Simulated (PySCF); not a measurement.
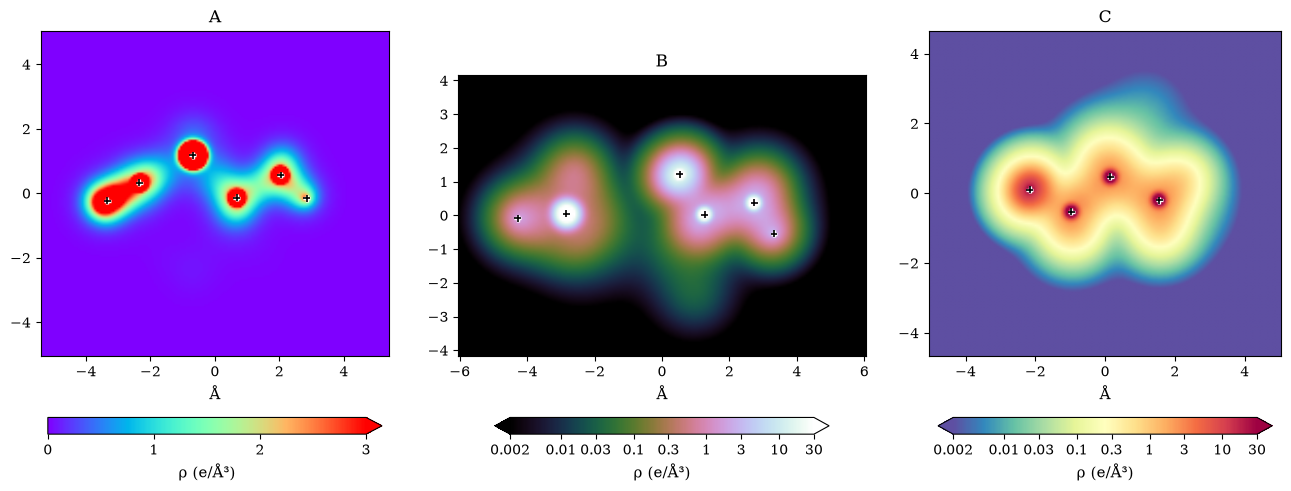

The total electron density of 3 systems, each on a plane through atoms (crosses mark nuclei in the plane).

All numbers below come from PBE0/pcSseg-1, SCF density, gas phase, non-relativistic (PySCF).

System 1: C$_{4}$H$_{7}$F$_{3}$Si, the plane of atoms C2, C4 and C5. Geometry: PBE0-D3(BJ)/def2-SVP.

```tsv
atom	x (Å)	y (Å)	z (Å)
F	2.1946	-1.3264	-0.8251
C	1.7031	-0.1776	-0.2929
F	2.6715	0.3466	0.4955
C	0.4751	-0.4696	0.5250
C	-0.7375	-0.9081	-0.3394
C	-1.4444	0.4342	-0.5802
F	-0.8859	1.0646	-1.6867
Si	-0.5652	1.0611	1.0076
H	1.5153	0.5203	-1.1276
H	0.7645	-1.1756	1.3177
H	-0.4768	-1.4386	-1.2712
H	-1.3981	-1.5698	0.2426
H	-2.5345	0.3871	-0.7213
H	-1.3441	0.8285	2.2589
H	0.0448	2.4217	0.9968
```

System 2: C$_{2}$H$_{11}$FSSi$_{3}$, the plane of atoms C1, C2 and F3. Geometry: GFN2-xTB.

```xyz
18

C    -2.9667   -0.7819   -0.2116
C    -1.5528   -0.4878    0.2433
F    -0.7594   -1.6209    0.0019
Si   -0.7195    1.0035   -0.6498
Si    1.5435    0.4899   -0.5889
Si    2.4263   -0.6304    1.2606
S     2.4844    2.4544   -0.8087
H    -3.3794   -1.6401    0.3165
H    -3.5908    0.0861   -0.0192
H    -2.9784   -0.9949   -1.2778
H    -1.5302   -0.3690    1.3325
H    -1.1747    2.1945    0.0797
H    -1.3336    1.0920   -1.9822
H     1.9461   -0.1551   -1.8524
H     1.8152   -0.1394    2.5000
H     2.1577   -2.0599    1.1439
H     3.8758   -0.4479    1.4051
H     3.7276    2.0134   -0.9047
```

System 3: C$_{4}$H$_{12}$N$_{2}$Si$_{2}$, the plane of atoms C1, C2 and Si6. Geometry: GFN2-xTB.

```xyz
20

C    -0.3950    1.8368   -0.9024
C    -0.0830    0.5683   -0.1037
C    -0.4409    0.8173    1.3652
Si   -1.1632   -0.8620   -0.7901
N    -1.0003   -2.1884    0.2877
Si    1.7837    0.2130   -0.2618
C     2.1656   -1.3430    0.7009
N     2.3777   -2.3068    1.2842
H    -0.1678    1.7066   -1.9591
H    -1.4512    2.0901   -0.8164
H     0.1809    2.6872   -0.5352
H     0.1341    1.6482    1.7773
H    -1.4976    1.0658    1.4601
H    -0.2490   -0.0651    1.9720
H    -2.5808   -0.4964   -0.7396
H    -0.7690   -1.0943   -2.1925
H    -1.5663   -3.0052    0.1298
H    -0.0877   -2.4650    0.6146
H     2.6081    1.2642    0.3469
H     2.1970   -0.0606   -1.6411
```

**Which map belongs to which system?**

Panel A is system 3, C$_{4}$H$_{12}$N$_{2}$Si$_{2}$: the plane holds C, Si, N and H. C–N (1.15 Å): the density is about 3.6 e/Å³ at the midpoint. Panel B is system 2, C$_{2}$H$_{11}$FSSi$_{3}$: the plane holds C, F, Si and H. C–F (1.40 Å): ρ at the midpoint is about 1.9 e/Å³, with its minimum of 1.5 e/Å³ about 0.5 Å from C. Panel C is system 1, C$_{4}$H$_{7}$F$_{3}$Si: the plane holds C and F. C–F (1.35 Å): the density is about 2.3 e/Å³ at the midpoint, with its minimum of 1.8 e/Å³ about 0.5 Å from C.
